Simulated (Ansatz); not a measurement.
**FCI/STO-3G run of SnTe (SMILES [Sn][Te])**

Aim: the electronic atomisation energy of SnTe at FCI/STO-3G, from 3 runs. 

Program for the calculation: Ansatz 0.2.0.

45 further runs of the same task are left out: 16 that didn't finish, 29 set aside as unsound or not needed.

### Step 1. The system as given

SnTe: 2 atoms, total charge 0, spin state singlet. As SMILES, `[Sn][Te]`. The coordinates come from a PBE0-D4/def2-TZVP relaxation.

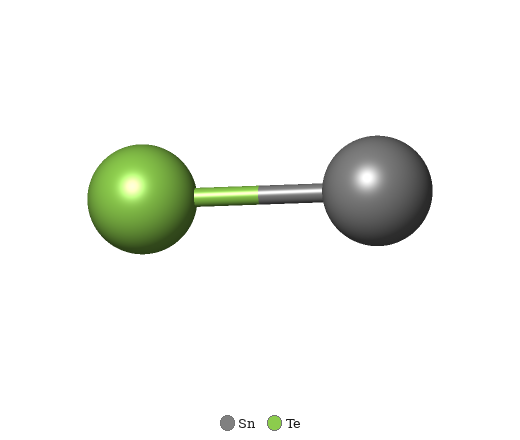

Viewed from a chosen angle; tin grey, tellurium green.

### Step 2. The energy at FCI/STO-3G

job.yaml reads:

```yaml
crystal:
  periodic: [false, false, false]
  atoms:
    - {symbol: Sn, position_ang: [0.000000, 0.000000, 0.009440]}
    - {symbol: Te, position_ang: [-0.000000, -0.000000, 2.527330]}
basis:
  gaussian: {orbitals: STO-3G}
magnetization: {spin_polarized: false, initial_magnetization: 0}
correlation: {method: fci, frozen_orbitals: {Sn: 18, Te: 18}}
accuracy: high
```

Started as:

```console
ansatz run job.yaml --threads 1 --pin off --max-ram 3480MiB --events-out events.jsonl --progress --plain --runs-dir runs
```

The program printed:

```text
Warning: RAYON_NUM_THREADS=1 ignored (pool sized by the plan → 1); use --threads N
Functional definition: HF
  name "HF"
  exchange = exact_x
  correlation = 0
827 factors; integrals over basis functions are off by at most 4.7e-9 eV
mean field evaluation 1: about -340424.1528 eV, gradient 1.7e1 eV
mean field evaluation 2: about -340424.1908 eV, gradient 1.7e1 eV
mean field evaluation 4: about -340426.8489 eV, gradient 7.1e-1 eV
mean field evaluation 8: about -340426.8514 eV, gradient 5.0e-6 eV
mean field -340426.85138620 eV, -12510.4560388351 hartree, gradient 1.7e-8 eV, S^2 0.000000; 0 other end points of the search recorded, 0 dependent functions left out
36 core orbitals not correlated: weight in the atoms' cores, before any rotation towards them, 1.000 or more for the frozen orbitals, at most 0.000 for the correlated occupied ones
reference -340426.85138620 eV, -12510.4560388351 hartree; 15, 15 occupied and 3, 3 virtual orbitals, 827 factors
state -340428.84984344 eV, -12510.5294807842 hartree
Total energy: -340428.84984344 eV, -12510.5294807842 hartree
```

Wall time 1.8 s (1 thread of AMD EPYC 9R14 (Zen 4), shared host); peak memory 0.16 GiB.

### Step 3. The Sn atom

in.yaml reads:

```yaml
crystal:
  periodic: [false, false, false]
  atoms:
    - {symbol: Sn, position_ang: [0.000000, 0.000000, 0.000000]}
basis:
  gaussian: {orbitals: STO-3G}
magnetization: {spin_polarized: true, initial_magnetization: 2}
correlation: {method: fci, frozen_orbitals: {Sn: 18}}
accuracy: high
```

Started as:

```console
ansatz run in.yaml --threads 1 --pin off --max-ram 3480MiB --events-out events.jsonl --progress --plain --runs-dir runs
```

The program printed:

```text
Warning: RAYON_NUM_THREADS=1 ignored (pool sized by the plan → 1); use --threads N
Functional definition: HF
  name "HF"
  exchange = exact_x
  correlation = 0
251 factors; integrals over basis functions are off by at most 4.4e-9 eV
mean field evaluation 1: about -162267.0911 eV, gradient 4.3e-1 eV
mean field evaluation 2: about -162267.1048 eV, gradient 4.3e-1 eV
mean field evaluation 4: about -162267.1053 eV, gradient 2.9e-6 eV
mean field evaluation 8: about -162267.1041 eV, gradient 6.6e-1 eV
mean field evaluation 16: about -162267.1053 eV, gradient 2.5e-4 eV
mean field -162267.10534539 eV, -5963.2061328489 hartree, gradient 3.9e-9 eV, S^2 2.000002; 3 other end points of the search recorded, 0 dependent functions left out
18 core orbitals not correlated: weight in the atoms' cores, before any rotation towards them, 1.000 or more for the frozen orbitals, at most 0.000 for the correlated occupied ones
reference -162267.10523889 eV, -5963.2061289350 hartree; 8, 6 occupied and 1, 3 virtual orbitals, 251 factors
state -162267.47892767 eV, -5963.2198617441 hartree
Total energy: -162267.47892767 eV, -5963.2198617441 hartree
```

Wall time 0.34 s (1 thread of AMD EPYC 9R14 (Zen 4), shared host).

### Step 4. The Te atom, same level

run.yaml reads:

```yaml
crystal:
  periodic: [false, false, false]
  atoms:
    - {symbol: Te, position_ang: [0.000000, 0.000000, 0.000000]}
basis:
  gaussian: {orbitals: STO-3G}
magnetization: {spin_polarized: true, initial_magnetization: 2}
correlation: {method: fci, frozen_orbitals: {Te: 18}}
accuracy: high
```

Run the same way, it converges to -6547.12236 Eh (log not shown).

### Step 5. Outcome

Level: FCI/STO-3G, 36 core orbitals frozen.

```
                                              quantity            value
                                molecule: total energy  -12510.52948 Eh
molecule: correlation energy (36 core orbitals frozen)        -73.4 mEh
                                 Sn atom: total energy   -5963.21986 Eh
 Sn atom: correlation energy (18 core orbitals frozen)        -13.7 mEh
                                 Te atom: total energy   -6547.12236 Eh
 Te atom: correlation energy (18 core orbitals frozen)          0.0 mEh
                         electronic atomisation energy         5.096 eV
```

What this shows: Taking the molecule apart into free atoms costs 5.10 eV (118 kcal/mol), before zero-point energy and without spin-orbit coupling. In a minimal basis such a difference can be off by several eV, whatever the method. Relativity is left out (molecule) although the molecule holds a heavy atom. Relativity is left out (Sn atom) although the molecule holds a heavy atom. Relativity is left out (Te atom) although the molecule holds a heavy atom.
